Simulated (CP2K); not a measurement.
# GFN2-xTB run of C2H6O2Si (SMILES C[SiH2]C(=O)O)

Aim: the energy change on altering one bond length of C2H6O2Si at GFN2-xTB, from 2 runs. 

Program for the calculation: CP2K 2026.2.

1 further run of the same task is left out (set aside as unsound or not needed).

**1. Starting point**

C2H6O2Si: 11 atoms, total charge 0, spin state singlet. As SMILES, `C[SiH2]C(=O)O`. The coordinates come from a GFN2-xTB relaxation. This is one conformer, not always the lowest.

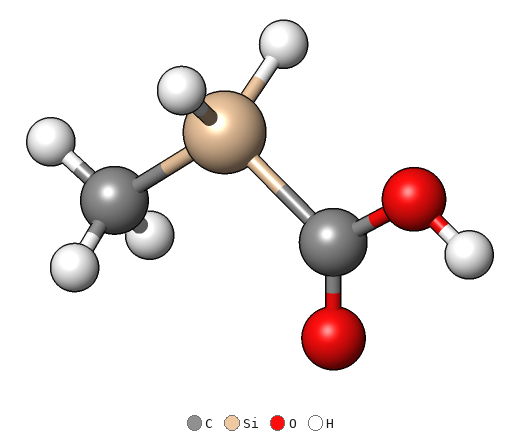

The structure, seen from a chosen angle (carbon grey, silicon light orange, oxygen red, hydrogen white).

**2. Energy and forces at GFN2-xTB**

Input file qs.inp:

```
&GLOBAL
  PROJECT_NAME qs
  RUN_TYPE ENERGY_FORCE
  PRINT_LEVEL MEDIUM
&END GLOBAL

&FORCE_EVAL
  METHOD QUICKSTEP
  &DFT
    CHARGE 0
    MULTIPLICITY 1
    # Quickstep
    &QS
      METHOD XTB
      EPS_DEFAULT 1.0E-10
      &XTB
        GFN_TYPE TBLITE
        &TBLITE
          METHOD GFN2
        &END TBLITE
        CHECK_ATOMIC_CHARGES F
      &END XTB
    &END QS
    &POISSON
      PERIODIC NONE
      POISSON_SOLVER ANALYTIC
    &END POISSON
    # SCF settings
    &SCF
      SCF_GUESS ATOMIC
      EPS_SCF 1.0E-07
      MAX_SCF 150
      ADDED_MOS 4
      &DIAGONALIZATION
        ALGORITHM STANDARD
      &END DIAGONALIZATION
      &MIXING
        METHOD DIRECT_P_MIXING
        ALPHA 0.4
      &END MIXING
      &SMEAR ON
        METHOD FERMI_DIRAC
        ELECTRONIC_TEMPERATURE [K] 300
      &END SMEAR
    &END SCF
    &PRINT
      &MOMENTS
        PERIODIC F
        REFERENCE COM
        MAX_MOMENT 1
      &END MOMENTS
      &MO ON
        ENERGIES T
        OCCUPATION_NUMBERS T
        NDIGITS 6
        &EACH
          QS_SCF 0
        &END EACH
        ADD_LAST NUMERIC
      &END MO
      &HIRSHFELD OFF
      &END HIRSHFELD
    &END PRINT
  &END DFT
  &SUBSYS
    # box in angstrom
    &CELL
      ABC [angstrom] 19.6 20.9 19.1
      PERIODIC NONE
    &END CELL
    &COORD
      SCALED T
      C    0.45046837   0.57426579   0.50705681
      Si   0.53408673   0.52915909   0.51072801
      C    0.52582704   0.45462033   0.45246832
      O    0.47680663   0.43825383   0.41880131
      O    0.58366173   0.42034569   0.45284110
      H    0.40858776   0.54490502   0.52605733
      H    0.43812500   0.58816196   0.45369293
      H    0.45217041   0.61741316   0.53869188
      H    0.59141224   0.56622081   0.48271859
      H    0.55036071   0.50598110   0.58119869
      H    0.57956888   0.38258684   0.42326832
    &END COORD
  &END SUBSYS
  # extra output
  &PRINT
    &FORCES ON
    &END FORCES
  &END PRINT
&END FORCE_EVAL
```

Command:

```sh
$ OMP_NUM_THREADS=1 cp2k.psmp qs.inp > qs.out
```

Standard output (excerpt; [...] marks lines left out):

```text
CP2K| version string:                                       CP2K version 2026.2
[...]
 GLOBAL| Method name                                                        CP2K
[...]
 GLOBAL| Run type                                                   ENERGY_FORCE
[...]
                             - Atoms:                                         11
[...]
                             - Spherical basis functions:                     31
[...]
 Number of electrons:                                                         30
[...]
  *** SCF run converged in    20 steps ***
[...]
  Fermi energy:                                                -0.28518654096995
[...]
 TB_DIPOLE| Moment [Debye]          1.36270723       1.26388678       1.43222266
 TB_DIPOLE| Derivative [a.u.]       0.00000000       0.00000000       0.00000000
[...]
 ENERGY| Total FORCE_EVAL ( QS ) energy [hartree]            -17.190464448549317
 FORCES| Atomic forces [hartree/bohr]
 FORCES|   Atom     x               y               z               |f|
 FORCES|      1 -1.35335764E-04  1.85971159E-06  5.69510514E-05   1.46842262E-04
 FORCES|      2  3.97572074E-05 -5.46132690E-05 -6.51582950E-05   9.38554638E-05
 FORCES|      3 -2.55487556E-05 -1.97911179E-04 -1.76022603E-04   2.66093086E-04
 FORCES|      4  2.60957159E-04 -1.47246471E-05  1.07868219E-04   2.82756090E-04
 FORCES|      5 -6.01753391E-05  2.52831159E-04  1.29243589E-04   2.90256045E-04
 FORCES|      6  1.73218759E-05  1.58808756E-05 -4.47410289E-06   2.39221067E-05
 FORCES|      7  1.13843018E-05  3.36042794E-05 -4.30885666E-05   5.58164357E-05
 FORCES|      8  8.67728737E-06  5.49803074E-05  3.34022457E-05   6.49140935E-05
 FORCES|      9  2.37648647E-05  1.77677580E-06 -5.89097487E-05   6.35474958E-05
 FORCES|     10  7.08087611E-06 -6.61682931E-05  7.41394527E-05   9.96244963E-05
 FORCES|     11 -1.47883713E-04 -2.75157210E-05 -5.39512412E-05   1.59804393E-04
 FORCES| Sum     2.15051501E-16 -5.57008866E-18  1.02097963E-16
 FORCES| Total atomic force                                       2.38122170E-16
[...]
```

It took 1 s on 1 thread of Intel Xeon 6975P-C (Granite Rapids), shared host; peak memory 0.19 GiB.

**3. The distorted shape at the same level**

Input file gas.inp:

```
&GLOBAL
 PROJECT gas
 RUN_TYPE ENERGY_FORCE
 PRINT_LEVEL MEDIUM
&END

&FORCE_EVAL
 METHOD QUICKSTEP
 &DFT
  CHARGE 0
  MULTIPLICITY 1
  ! Quickstep
  &QS
   METHOD XTB
   EPS_DEFAULT 1.0E-10
   &XTB
    GFN_TYPE TBLITE
    &TBLITE
     METHOD GFN2
    &END
    CHECK_ATOMIC_CHARGES F
   &END
  &END
  ! isolated system
  &POISSON
   PERIODIC NONE
   POISSON_SOLVER ANALYTIC
  &END
  &SCF
   SCF_GUESS ATOMIC
   EPS_SCF 1.0E-07
   MAX_SCF 150
   ADDED_MOS 4
   &DIAGONALIZATION
    ALGORITHM STANDARD
   &END
   &MIXING
    METHOD DIRECT_P_MIXING
    ALPHA 0.4
   &END
   &SMEAR ON
    METHOD FERMI_DIRAC
    ELECTRONIC_TEMPERATURE [K] 300
   &END
  &END
  &PRINT
   &MOMENTS
    PERIODIC F
    REFERENCE COM
    MAX_MOMENT 1
   &END
   &MO ON
    ENERGIES T
    OCCUPATION_NUMBERS T
    NDIGITS 6
    &EACH
     QS_SCF 0
    &END
    ADD_LAST NUMERIC
   &END
   &HIRSHFELD OFF
   &END
  &END
 &END
 &SUBSYS
  ! vacuum box
  &CELL
   ABC [angstrom] 19.9 21.1 19.1
   PERIODIC NONE
  &END
  &COORD
   SCALED T
   C    0.44297965   0.57802957   0.50632262
   Si   0.54180829   0.52441498   0.51072801
   C    0.53367312   0.45058275   0.45246832
   O    0.48539171   0.43437137   0.41880131
   O    0.59063593   0.41663299   0.45284110
   H    0.40173040   0.54894711   0.52532314
   H    0.43082236   0.59179403   0.45295874
   H    0.44465603   0.62076796   0.53795770
   H    0.59826960   0.56112540   0.48271859
   H    0.55783693   0.50145668   0.58119869
   H    0.58660477   0.37923204   0.42326832
  &END
 &END
 &PRINT
  &FORCES ON
  &END
 &END
&END
```

Command:

```sh
$ OMP_NUM_THREADS=1 cp2k.psmp -i gas.inp > gas.out 2>&1
```

Standard output (excerpt; [...] marks lines left out):

```text
CP2K| version string:                                       CP2K version 2026.2
[...]
 GLOBAL| Method name                                                        CP2K
[...]
 GLOBAL| Run type                                                   ENERGY_FORCE
[...]
                             - Atoms:                                         11
[...]
                             - Spherical basis functions:                     31
[...]
 Number of electrons:                                                         30
[...]
  *** SCF run converged in    22 steps ***
[...]
  Fermi energy:                                                -0.28784884345702
[...]
 TB_DIPOLE| Moment [Debye]          1.71548779       1.08377312       1.46228721
 TB_DIPOLE| Derivative [a.u.]       0.00000000       0.00000000       0.00000000
[...]
 ENERGY| Total FORCE_EVAL ( QS ) energy [hartree]            -17.160337585853522
 FORCES| Atomic forces [hartree/bohr]
 FORCES|   Atom     x               y               z               |f|
 FORCES|      1  3.49170702E-02 -2.11145093E-02  9.33845263E-04   4.08153937E-02
 FORCES|      2 -4.59297040E-02  2.65138477E-02 -1.94510332E-03   5.30688727E-02
 FORCES|      3 -4.93370858E-03  1.51280831E-03 -1.14598438E-03   5.28614695E-03
 FORCES|      4  1.53726917E-03 -3.91640318E-04  4.07862598E-04   1.63796537E-03
 FORCES|      5  5.75447357E-04  6.99433385E-04  7.00542036E-04   1.14503531E-03
 FORCES|      6  6.12581243E-03 -3.56239204E-03  5.08808053E-04   7.10458307E-03
 FORCES|      7  6.26745455E-03 -3.30836116E-03  1.07937662E-04   7.08786926E-03
 FORCES|      8  6.20930450E-03 -2.92090652E-03  6.67600621E-04   6.89440700E-03
 FORCES|      9 -2.38389243E-03  1.09033759E-03 -1.75275006E-04   2.62726103E-03
 FORCES|     10 -2.31052249E-03  1.16458378E-03 -2.69757374E-04   2.60144933E-03
 FORCES|     11 -7.45307407E-05  3.16798600E-04  2.09523841E-04   3.87061267E-04
 FORCES| Sum     8.87826054E-17 -5.62158826E-17  2.33943724E-16
 FORCES| Total atomic force                                       2.56460996E-16
[...]
```

Wall time 1.1 s (1 thread of Intel Xeon 6975P-C (Granite Rapids), shared host); peak memory 0.19 GiB.

**4. Outcome**

Level: GFN2-xTB.

| quantity | value |
| --- | --- |
| first shape: total energy | -17.19046 Eh |
| first shape: dipole moment (from atomic charges alone) | 2.35 D |
| first shape: HOMO energy | -10.49 eV |
| first shape: LUMO energy | -6.86 eV |
| first shape: HOMO–LUMO gap | 3.63 eV |
| first shape: largest force on an atom | 0.015 eV/Å |
| distorted shape: total energy | -17.16034 Eh |
| distorted shape: dipole moment (from atomic charges alone) | 2.50 D |
| distorted shape: HOMO energy | -10.51 eV |
| distorted shape: LUMO energy | -6.94 eV |
| distorted shape: HOMO–LUMO gap | 3.57 eV |
| distorted shape: largest force on an atom | 2.729 eV/Å |
| energy change with the C1–Si2 bond stretched from 1.892 to 2.270 Å | 0.820 eV |

**Reading.** With the C1–Si2 bond stretched from 1.892 to 2.270 Å the energy rises by 0.82 eV (79.1 kJ/mol). The dipole (first shape) comes from point charges on the atoms alone, without atomic dipoles, so it is partial. The dipole (distorted shape) comes from point charges on the atoms alone, without atomic dipoles, so it is partial.
